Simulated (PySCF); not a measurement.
**C3H8Si (SMILES [H][Si]([H])([H])CC=C): density, localisation and related maps**

```json
{"atom": "Si", "x (Å)": "-0.0783", "y (Å)": "-0.7292", "z (Å)": "-1.6143"}
{"atom": "C", "x (Å)": "-0.0452", "y (Å)": "-0.7801", "z (Å)": "0.2806"}
{"atom": "C", "x (Å)": "0.5239", "y (Å)": "0.4701", "z (Å)": "0.8664"}
{"atom": "C", "x (Å)": "-0.1737", "y (Å)": "1.4317", "z (Å)": "1.4765"}
{"atom": "H", "x (Å)": "0.5544", "y (Å)": "-1.6605", "z (Å)": "0.5713"}
{"atom": "H", "x (Å)": "-1.0745", "y (Å)": "-0.9549", "z (Å)": "0.6358"}
{"atom": "H", "x (Å)": "1.6067", "y (Å)": "0.6056", "z (Å)": "0.7462"}
{"atom": "H", "x (Å)": "-1.2561", "y (Å)": "1.3490", "z (Å)": "1.6203"}
{"atom": "H", "x (Å)": "0.3119", "y (Å)": "2.3340", "z (Å)": "1.8563"}
{"atom": "H", "x (Å)": "1.3067", "y (Å)": "-0.5465", "z (Å)": "-2.1489"}
{"atom": "H", "x (Å)": "-0.9278", "y (Å)": "0.4071", "z (Å)": "-2.0825"}
{"atom": "H", "x (Å)": "-0.6325", "y (Å)": "-2.0089", "z (Å)": "-2.1566"}
```

Geometry: PBE0-D3(BJ)/def2-SVP.

These are results of PySCF 2.14.0, PBE0/pcSseg-1, SCF density, gas phase, non-relativistic, not measurements.

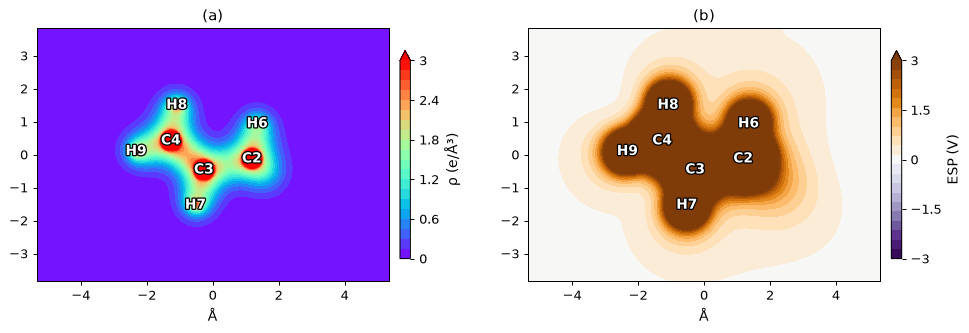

Figure 1. (a) total electron density; (b) molecular electrostatic potential on the plane of atoms C3, C4 and H8.

Read the bonding off the picture.

Answer. The section cuts through C and H sites. C–C (1.34 Å): ρ is about 2.3 e/Å³ halfway. C–H (1.09 Å): ρ is about 2 e/Å³ halfway. C–C (1.49 Å): ρ at the midpoint is about 1.7 e/Å³. The potential has no marked negative region in this plane.

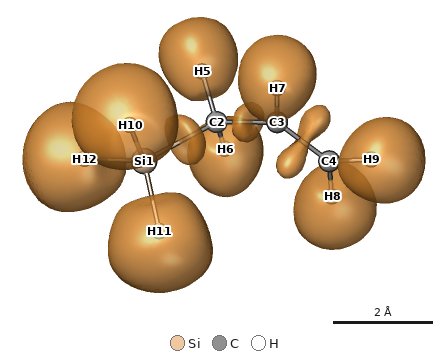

Figure 2. Isosurface of the ELF at 0.85 (orange), seen from one side. Core shells and regions of very low density are left out.

Where are the electrons localised?

Answer. The surface consists of two regions between bonded C–C atoms (shared pairs), one region between bonded C–Si atoms (shared pairs) and eight regions around hydrogen nuclei. Profiles from the grid: C–C (1.34 Å): the ELF peaks at about 0.90 between the atoms; a multiple bond. C–Si (1.90 Å): the ELF peaks at about 0.95 between the atoms: a shared electron pair.

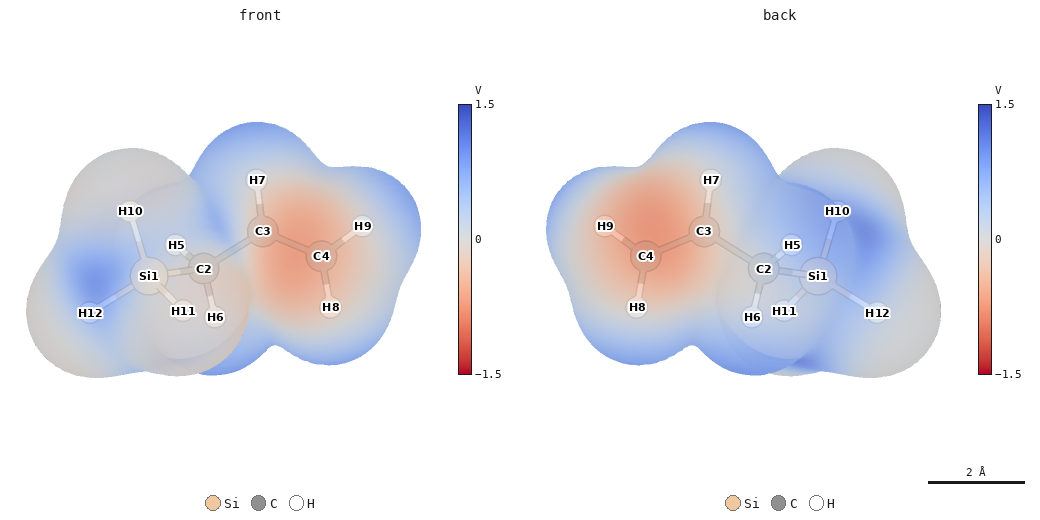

Figure 3. The electrostatic potential painted on the density surface at 0.002 e/bohr³, seen from the front and from behind; red is negative and blue positive.

Which sites attract a positive test charge, and which a negative one?

Answer. A positive charge is drawn to the negative regions and a negative charge to the positive ones. The most negative region (about −0.8 V, or −18 kcal/mol for a unit charge) lies over the π face of C3 and C4, the most positive (about +1.0 V, or +23 kcal/mol for a unit charge) over Si1.

How polar is the molecule by this calculation?

Answer. Its dipole moment is 0.48 D.
